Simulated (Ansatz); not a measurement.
## CH5AlClN: molecular dynamics (part 3 of 3)

The same run, continued: CH5AlClN; UKS PBE/STO-3G (Ansatz 0.2.0). It belongs to a series of runs on one base structure; here: dynamics from the start.

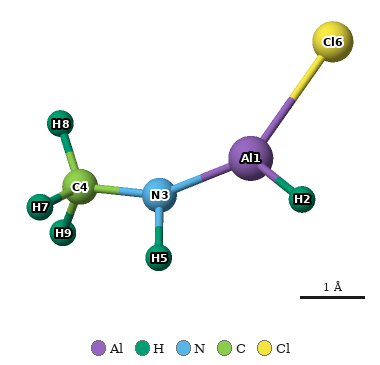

**Figure 1.** The geometry at step 102 of the log (ball-and-stick view, seen at a tilt; atoms are numbered from 1 in the order of the input).

**Trajectory as extended XYZ, continued**
```
9
Properties=species:S:1:pos:R:3:forces:R:3 step=48 time_fs=24.0 energy=-21466.98419 temperature=2881.8
Al   -0.7839   -1.4577    0.4239    2.6081   2.1954   0.4861
H    -1.8409   -1.9970   -0.3628   -1.4935   0.2830  -1.9997
N     0.1573    0.1154   -0.2212   -3.5266  -4.1842  -1.9936
C     0.9196    1.3803    0.0898   -4.1528   1.1819   1.0952
H    -0.4710    0.1253   -1.2572    2.5737   1.0570   3.4135
Cl   -0.8264   -3.2108    1.6888    0.9622   1.0217   0.4057
H     0.1156    2.2444    0.0609    1.6383  -0.8185  -0.8638
H     1.1220    1.4830    1.2018    1.0480  -0.9239  -0.9379
H     1.7432    1.5613   -0.6326    0.3426   0.1877   0.3945
9
Properties=species:S:1:pos:R:3:forces:R:3 step=55 time_fs=27.5 energy=-21467.05625 temperature=2968.6
Al   -0.8257   -1.4745    0.4025    2.1704   2.2633  -0.2867
H    -1.8707   -1.5300   -0.6263   -0.7356  -0.4321  -0.5896
N     0.1384    0.0797   -0.2672    3.2407  -1.1562  10.2906
C     0.9293    1.4320    0.1318   -0.1635  -2.7110  -1.6909
H    -0.2655    0.0543   -1.1016   -3.2058   1.3034  -7.7409
Cl   -0.8052   -3.2142    1.7104    0.3484   1.4529  -0.5613
H     0.3036    2.3385    0.0821   -0.6502   0.2746  -0.7508
H     1.1773    1.4267    1.2305    0.6900  -0.6817  -0.7530
H     1.8463    1.5772   -0.6258   -1.6944  -0.3132   2.0827
9
Properties=species:S:1:pos:R:3:forces:R:3 step=61 time_fs=30.5 energy=-21466.72888 temperature=2596.6
Al   -0.8537   -1.4803    0.3835   -0.6313   2.7443  -3.4003
H    -1.9815   -1.1826   -0.9198    1.5619  -1.5284   2.4384
N     0.1317    0.0393   -0.2628   -0.2438   1.0353  -0.4172
C     0.9321    1.4585    0.1575   -1.4301  -3.9914  -0.4295
H    -0.2267    0.1145   -1.3526    0.7724   0.3218   2.9763
Cl   -0.7859   -3.2134    1.7277    0.1399   1.5939  -0.8595
H     0.4291    2.4276    0.0344   -1.1972   0.0140   0.1751
H     1.2879    1.3167    1.1882   -0.1496   0.1282   0.4160
H     1.8120    1.5655   -0.4585    1.1778  -0.3178  -0.8993
9
Properties=species:S:1:pos:R:3:forces:R:3 step=68 time_fs=34.0 energy=-21465.52332 temperature=1272.9
Al   -0.8881   -1.4763    0.3483   -0.7089   2.6653  -3.4030
H    -1.9609   -0.9430   -1.0168    1.2295  -2.2758   2.6282
N     0.1259    0.0011   -0.2531    0.3829   3.2204  -2.2743
C     0.9230    1.4548    0.1837    0.1890  -3.2805  -0.3256
H    -0.1486    0.2132   -1.4320    0.4815  -0.9249   4.5039
Cl   -0.7630   -3.2075    1.7452   -0.0181   1.8551  -1.1601
H     0.4621    2.5053    0.0011   -0.2853  -1.9261   0.8966
H     1.3903    1.2060    1.1746   -1.3717   0.9166   0.4234
H     1.8839    1.5187   -0.3534    0.1011  -0.2501  -1.2890
9
Properties=species:S:1:pos:R:3:forces:R:3 step=75 time_fs=37.5 energy=-21466.09993 temperature=1912.7
Al   -0.9249   -1.4607    0.2990    1.8758   1.6061  -0.4594
H    -1.8117   -0.9601   -0.8261   -1.1453  -1.6839   0.1291
N     0.1247   -0.0131   -0.2525    3.0709   0.6442  10.4606
C     0.9158    1.4159    0.2068    3.4207  -5.3021  -1.2627
H    -0.0404    0.2380   -1.1239   -2.5150   1.7045  -8.4769
Cl   -0.7402   -3.1954    1.7588   -0.2133   2.2595  -1.5995
H     0.4454    2.3991    0.0583   -0.8859  -0.0352   0.2207
H     1.3494    1.1936    1.2103   -0.9729   0.7678   0.3652
H     1.9680    1.4471   -0.3875   -2.6349   0.0392   0.6228
9
Properties=species:S:1:pos:R:3:forces:R:3 step=82 time_fs=41.0 energy=-21466.92957 temperature=2823.3
Al   -0.9518   -1.4392    0.2501    5.8099  -0.2726   4.6969
H    -1.8395   -1.1484   -0.6746   -4.6835  -0.0656  -4.0267
N     0.1417   -0.0134   -0.2007   -0.2533   2.5574  -2.3832
C     0.9348    1.3290    0.2200   -2.5719  -3.0699   1.6054
H    -0.1234    0.3319   -1.3026    0.2168  -1.6114   3.4806
Cl   -0.7181   -3.1757    1.7670   -0.2742   2.4676  -1.9226
H     0.3368    2.2635    0.1423   -0.2719  -0.1936  -0.4970
H     1.2041    1.2631    1.2905    0.3468  -0.1841   0.0978
H     1.8107    1.3794   -0.3816    1.6813   0.3722  -1.0513
9
Properties=species:S:1:pos:R:3:forces:R:3 step=89 time_fs=44.5 energy=-21467.48245 temperature=3429.7
Al   -0.9589   -1.4175    0.2161   -0.2886   0.1888  -0.1206
H    -2.2608   -1.3738   -0.8482    2.1123  -0.4303   1.7199
N     0.1583    0.0024   -0.1564   -2.5857  -1.2262  -3.5170
C     0.9344    1.2129    0.2468   -2.6405   1.3487   1.3055
H    -0.2120    0.2949   -1.2499    1.0854  -0.9826   3.5488
Cl   -0.6968   -3.1479    1.7690   -0.2426   2.4361  -1.9775
H     0.2035    2.1083    0.1719    1.0783  -0.5848  -0.7276
H     1.0938    1.3119    1.3690    1.1051  -1.0182  -0.9882
H     1.7833    1.3548   -0.4626    0.3763   0.2685   0.7568
9
Properties=species:S:1:pos:R:3:forces:R:3 step=95 time_fs=47.5 energy=-21466.19457 temperature=2022.6
Al   -0.9638   -1.3987    0.1885   -1.3724  -1.3477   0.2333
H    -2.4894   -1.6020   -0.8915    3.4887   0.5035   2.2451
N     0.1581    0.0076   -0.1359   -0.0693  -7.3732   6.4086
C     0.9128    1.1213    0.2807    1.2670   3.5211  -1.3336
H    -0.2233    0.1910   -0.9565   -2.9363   2.5771  -7.7887
Cl   -0.6792   -3.1176    1.7654   -0.2585   2.3954  -1.9832
H     0.1728    1.9346    0.1337    0.4776   1.2711  -0.3503
H     1.0946    1.2675    1.3625    1.0351  -1.0024   0.1027
H     1.8262    1.3565   -0.4913   -1.6318  -0.5449   2.4662
9
Properties=species:S:1:pos:R:3:forces:R:3 step=102 time_fs=51.0 energy=-21467.17069 temperature=3086.4
Al   -0.9749   -1.3825    0.1576   -1.2414  -2.9128   1.5334
H    -2.3902   -1.8120   -0.7099    2.6924   1.1342   1.2090
N     0.1460   -0.0378   -0.0890   -5.3061  -5.4064  -4.9517
C     0.8964    1.0467    0.3112   -0.0436   4.3344   0.8753
H    -0.3961    0.2571   -1.0890    2.0233  -0.2754   2.6383
Cl   -0.6595   -3.0749    1.7551   -0.1984   2.3416  -1.9215
H     0.1918    1.8632    0.0640    0.4445   1.4675   0.9625
H     1.1972    1.1142    1.3657   -0.0632  -0.3846   0.4572
H     1.7452    1.3058   -0.3020    1.6924  -0.2985  -0.8025
9
Properties=species:S:1:pos:R:3:forces:R:3 step=109 time_fs=54.5 energy=-21467.10235 temperature=3011.6
Al   -0.9894   -1.3784    0.1349    4.0612  -2.5182   6.2878
H    -2.0450   -1.9188   -0.4256   -4.7880  -1.5545  -3.4351
N     0.0979   -0.1251   -0.0718   -1.7563   2.0070  -5.3142
C     0.8805    1.0115    0.3491    0.8847   2.0824   1.4425
H    -0.4138    0.3221   -1.0697    1.7805  -1.5162   2.8459
Cl   -0.6405   -3.0244    1.7385   -0.0467   2.1922  -1.6381
H     0.2651    1.9418    0.0970    0.6801  -0.4129   1.3834
H     1.2897    0.9166    1.4083   -1.3005   0.3110  -0.4908
H     1.8262    1.2157   -0.1778    0.4850  -0.5907  -1.0815
9
Properties=species:S:1:pos:R:3:forces:R:3 step=116 time_fs=58.0 energy=-21466.99729 temperature=2901.6
Al   -0.9923   -1.3880    0.1364   -2.6472  -7.5907   4.4349
H    -2.1033   -2.1491   -0.4529   -0.7485   0.6145  -1.3372
N     0.0388   -0.1996   -0.0918    6.1681   4.1612   3.8655
C     0.8738    0.9941    0.4006    4.0687  -2.1535  -0.4654
H    -0.2760    0.2733   -0.8330   -2.8984   3.1733  -7.0769
Cl   -0.6215   -2.9666    1.7164    0.0876   1.7996  -1.0888
H     0.4030    1.9953    0.2767   -0.3950  -0.3063   0.3473
H     1.2506    0.7525    1.4141   -0.6173   0.6125   0.5165
H     1.9612    1.0715   -0.1738   -3.0179  -0.3105   0.8041
9
Properties=species:S:1:pos:R:3:forces:R:3 step=123 time_fs=61.5 energy=-21467.17837 temperature=3097.9
Al   -1.0036   -1.4279    0.1577   -6.1488  -8.1784   0.9257
H    -2.3094   -2.3412   -0.6603    2.5853   2.5490   1.0150
N     0.0183   -0.2284   -0.1046    2.8319   9.8378  -4.4957
C     0.9003    0.9592    0.4497   -1.3240  -2.7858   1.4459
H    -0.3201    0.3783   -1.0526    0.6129  -2.4925   2.2523
Cl   -0.6024   -2.9030    1.6908    0.1953   0.9851  -0.3073
H     0.5072    2.0065    0.5009   -0.4798  -0.5716  -0.5468
H     1.1407    0.6507    1.4742    0.3052   0.1691   0.6445
H     1.8140    0.8957   -0.1066    1.4219   0.4874  -0.9336
9
Properties=species:S:1:pos:R:3:forces:R:3 step=130 time_fs=65.0 energy=-21468.26655 temperature=4294.6
Al   -1.0395   -1.5013    0.1832   -2.6329  -1.8625  -1.6990
H    -2.2416   -2.2548   -0.7652    2.1302   1.8452   1.2778
N     0.0216   -0.1845   -0.1462   -1.1617   3.4397  -2.7652
C     0.9176    0.8980    0.5128   -1.4044  -2.2867   1.2662
H    -0.3322    0.2833   -1.1299    1.0280  -1.0653   2.3840
Cl   -0.5825   -2.8362    1.6644    0.4601  -0.5186   1.1749
H     0.5574    1.9557    0.6627   -0.2501  -0.4360  -1.1123
H     1.0618    0.5719    1.5884    0.6407  -0.1443  -0.9246
H     1.7949    0.7688   -0.1284    1.1902   1.0284   0.3983
9
Properties=species:S:1:pos:R:3:forces:R:3 step=136 time_fs=68.0 energy=-21467.92687 temperature=3929.5
Al   -1.0795   -1.5715    0.2002    2.8516   4.9039  -1.2580
H    -2.0053   -2.0181   -0.7576   -1.7369  -0.6160  -1.8013
N     0.0207   -0.1230   -0.1950   -0.7114  -4.3064   7.8089
C     0.9198    0.8278    0.5763    1.4476  -1.7032  -3.3108
H    -0.2742    0.1238   -1.0532   -1.3478   3.1982  -6.3147
Cl   -0.5642   -2.7803    1.6448    0.9102  -2.2224   3.0256
H     0.5754    1.8742    0.7056   -0.2292   0.3840  -0.7251
H     1.0498    0.4903    1.6219    0.5379  -0.6811  -0.1188
H     1.9102    0.7465   -0.1325   -1.7220   1.0429   2.6943
9
Properties=species:S:1:pos:R:3:forces:R:3 step=143 time_fs=71.5 energy=-21467.50368 temperature=3453.0
Al   -1.1156   -1.6338    0.2145    2.3727   8.1328  -4.7731
H    -1.9056   -1.7929   -0.9509   -1.6062  -0.8333  -1.4849
N     0.0071   -0.0782   -0.2146   -3.9389  -4.2001  -1.3530
C     0.9324    0.7337    0.6241   -0.7859   1.2053  -1.8093
H    -0.2510    0.1804   -1.3249    1.5138   0.3440   3.7687
Cl   -0.5399   -2.7221    1.6316    1.7294  -4.0046   5.2269
H     0.5767    1.8037    0.6881    0.0636  -0.2972   0.4738
H     1.0864    0.3292    1.6440   -0.2483  -0.2664  -0.0894
H     1.9014    0.8196    0.1119    0.8999  -0.0804   0.0403
9
Properties=species:S:1:pos:R:3:forces:R:3 step=150 time_fs=75.0 energy=-21466.82222 temperature=2703.5
Al   -1.1416   -1.6611    0.2076   -0.7067   8.4221 -10.3057
H    -1.9896   -1.6757   -1.2909    0.9831  -0.7215   2.9668
N    -0.0351   -0.0684   -0.2365   -1.5286  -3.5149  -0.3392
C     0.9383    0.6479    0.6539   -0.5088   1.2045  -0.0441
H    -0.0971    0.3008   -1.2909    0.2818  -0.4090   2.5509
Cl   -0.5099   -2.6769    1.6354    2.1081  -4.2322   5.8161
H     0.5767    1.7097    0.7210   -0.2998  -0.1803   1.1801
H     1.0941    0.1397    1.6516   -0.9488   0.4402  -0.5212
H     1.9811    0.8921    0.3767    0.6196  -1.0089  -1.3038
```

This output came from the following input.

**The input**
```yaml
crystal:
  periodic: [false, false, false]
  atoms:
    - { symbol: Al, position_ang: [-0.5894, -1.471, 0.4901] }
    - { symbol: H, position_ang: [-1.4987, -1.0722, -1.2472] }
    - { symbol: "N", position_ang: [-0.0136, 0.0622, -0.0832] }
    - { symbol: C, position_ang: [0.7998, 1.245, 0.0368] }
    - { symbol: H, position_ang: [-0.884, -0.3324, -1.0288] }
    - { symbol: Cl, position_ang: [-0.8663, -3.1303, 1.6327] }
    - { symbol: H, position_ang: [0.1728, 2.1432, 0.0102] }
    - { symbol: H, position_ang: [1.3553, 1.255, 0.9736] }
    - { symbol: H, position_ang: [1.5241, 1.3005, -0.7841] }
magnetization:
  spin_polarized: true
basis:
  gaussian: { orbitals: STO-3G }
hamiltonian:
  xc: pbe
md:
  timestep: 0.5
  n_steps: 150
  ensemble: nve
  temperature: 1000.0
  initial_velocities: maxwell_boltzmann
  seed: 408304
```

Launched with:
```bash
ansatz run input.yaml --threads 1 --pin off --max-ram 2048MiB --backend cpu --events-out ev --progress --plain --runs-dir out
```

**Summary**

```tsv
quantity	value
outcome	finished
mean temperature over the second half	3138 K
trajectory	150 steps, 75 fs
ensemble	nve
temperature in the input	1000.0 K
time step	0.5 fs
potential energy (last step)	−21466.8222 eV
mean-field energy (last step)	−21466.8222 eV
largest force (length of the vector) (last step)	13.328 eV/Å
hardware	1 thread of Arm Neoverse V1, 24 GiB of memory available, shared host
wall time	5.7 min
peak memory	0.11 GiB
```

So short a trajectory is not equilibrated.
